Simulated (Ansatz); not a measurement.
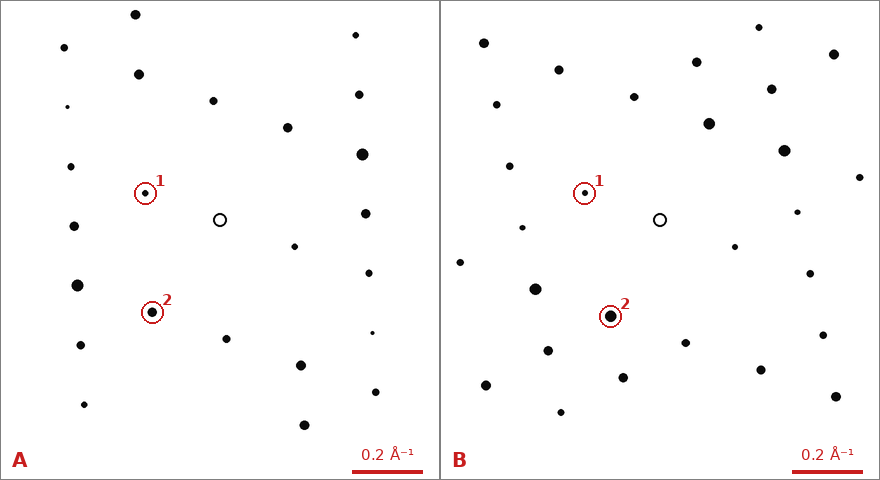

Kinematic electron diffraction patterns (300 kV, B = 0.5 Å², same scale) along [111] of the run's own cell, for the start and the end of one relaxation of Sn4Pb with DFT, PAW plane waves, pbesol (Ansatz). k mesh 4×5×5. The start is a generated model structure, and the relaxation ends in the nearest stationary point of its symmetry, not necessarily the ground state. Spot 1 is -1 1 0 and spot 2 is -1 -1 2 in both.

Start structure:

```
Sn Pb
1.0
    -6.70913    0.00000    0.00000
     0.00000   -6.73955    0.00000
     0.00000    3.36977    5.96816
Sn Pb
8 2
Direct
  0.82700 0.79800 0.25000
  0.17300 0.45200 0.25000
  0.67300 0.29800 0.25000
  0.32700 0.95200 0.25000
  0.67300 0.70200 0.75000
  0.32700 0.04800 0.75000
  0.82700 0.20200 0.75000
  0.17300 0.54800 0.75000
  0.00000 0.00000 0.00000
  0.50000 0.50000 0.00000
```

> Which pattern belongs to the start structure, and which to the relaxed one?

A is the start: its cell gives d(1) = 4.417 Å, d(2) = 3.051 Å and an angle of 73.4°. B is the relaxed structure, with d(1) = 4.381 Å (-0.8 %), d(2) = 3.233 Å (+6.0 %) and 82.5°.

> Name reflections whose intensity changes strongly on relaxation.

1 2 -3 comes into sight; 2 -1 -1 goes from 38 to 4.2 % of the strongest spot; 1 1 -2 goes from 45 to 91 % of the strongest spot; 2 1 -3 goes from 24 to 41 % of the strongest spot.

> Summarise the relaxation behind the change.

The volume changed by +8.9 % to 29.39 Å³ an atom; with the mean shift removed, the atoms moved by up to 0.45 Å relative to the cell (Sn most); the space group stayed Ccce (No. 68); the free energy fell by 300 meV an atom. Relaxed cell: a = 7.111 Å, b = 6.099 Å, c = 7.431 Å, α = 114.23°, β = 90.00°, γ = 90.00°.
